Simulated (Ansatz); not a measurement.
**C$_{25}$H$_{22}$S$_{5}$ (SMILES Cc1csc(-c2sc(-c3sc(-c4sc(-c5sccc5C)cc4C)cc3C)cc2C)c1): density, localisation and related maps**

C$_{25}$H$_{22}$S$_{5}$ (SMILES Cc1csc(-c2sc(-c3sc(-c4sc(-c5sccc5C)cc4C)cc3C)cc2C)c1), 52 atoms.

Geometry: r2SCAN-D4/def2-SVP; not at a stationary point (largest force 0.8 eV/Å).

The calculation used Ansatz, RKS PBE0-D4/def2-TZVP.

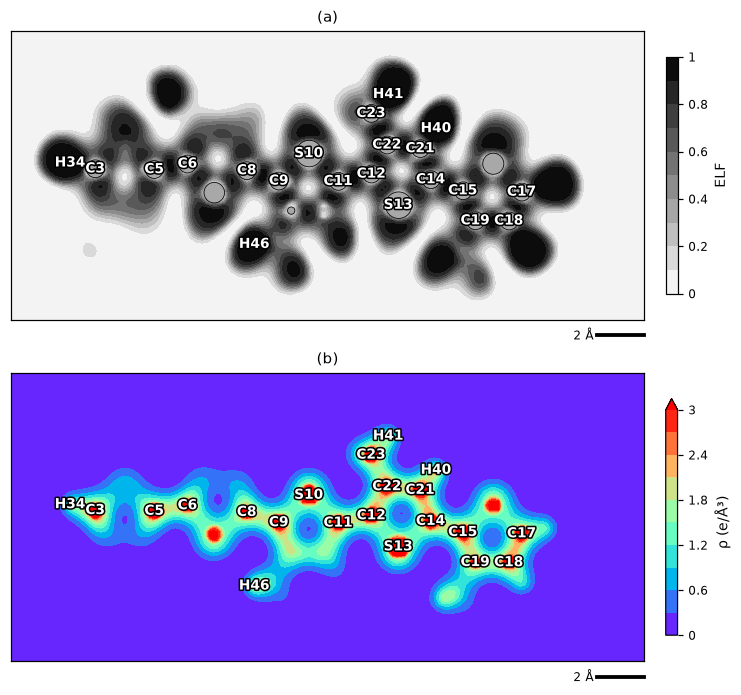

Figure 1. (a) ELF; (b) electron density on the plane of atoms C15, C14 and C21. Grey discs cover the atomic cores in the ELF map.

Question: What do the fields say about this system?

Answer: The section cuts through C, S and H sites.
C–C (1.37 Å): ρ at the midpoint is about 2.2 e/Å³; the ELF peaks at about 0.95 between the atoms, as expected for a covalent bond.
C–S (1.75 Å): ρ at the midpoint is about 1.4 e/Å³; the ELF peaks at about 0.90 between the atoms, as expected for localised, covalent bonding.
C–H (1.09 Å): the density is about 2 e/Å³ at the midpoint; the ELF climbs to about 1 towards the hydrogen, as it does in any bond to H: a covalent bond by its length.
C–C (1.44 Å): ρ at the midpoint is about 1.9 e/Å³; the ELF peaks at about 0.95 between the atoms (a covalent bond).
C–C (1.50 Å): the density is about 1.7 e/Å³ at the midpoint; the ELF peaks at about 0.95 between the atoms: a covalent bond.
The ELF also peaks beside S13, S7, S16, S4 and S10, away from the bonds: lone-pair regions.

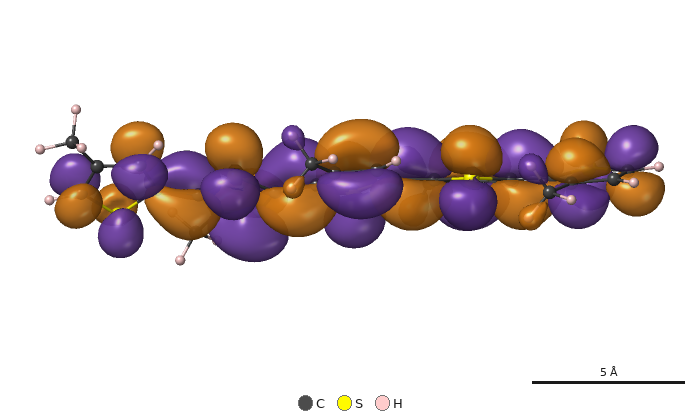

Figure 2. One frontier orbital at ±0.04 Å⁻³ᐟ² (orange and purple are the two phases), seen from one side.

Question: Which orbital is it: HOMO or LUMO?

Answer: The LUMO, at −2.01 eV. No atom holds more than about 10 % of it (Hirshfeld); by element the shares are C 70 %, S 25 % and H 5 %.

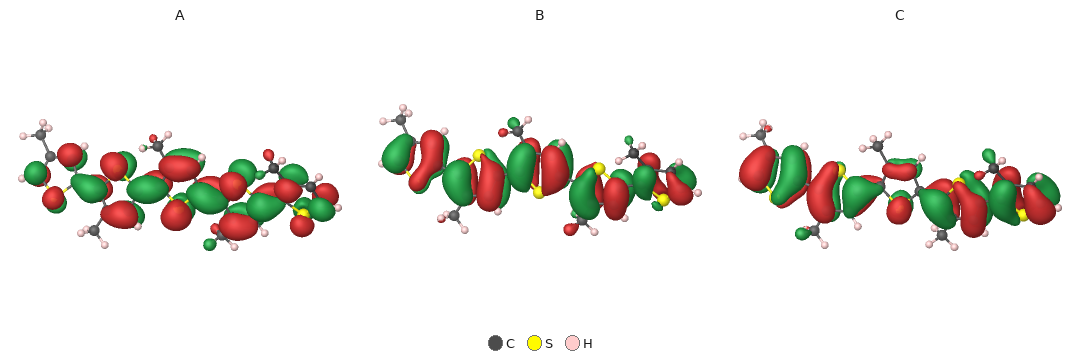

Figure 3. Three frontier orbitals at ±0.05 Å⁻³ᐟ² (green and red are the two phases), in no order.

Question: Which picture is the HOMO−1, the HOMO and the LUMO?

Answer: C is the HOMO−1 (−5.87 eV). No atom holds more than about 10 % of it (Hirshfeld); by element the shares are C 85 %, S 10 % and H 5 %. B is the HOMO (−5.02 eV). No atom holds more than about 10 % of it (Hirshfeld); by element the shares are C 90 %, S 10 % and H 5 %. A is the LUMO (−2.01 eV). No atom holds more than about 10 % of it (Hirshfeld); by element the shares are C 70 %, S 25 % and H 5 %.

Question: What is the HOMO–LUMO gap?

Answer: 3.01 eV between the orbital energies.
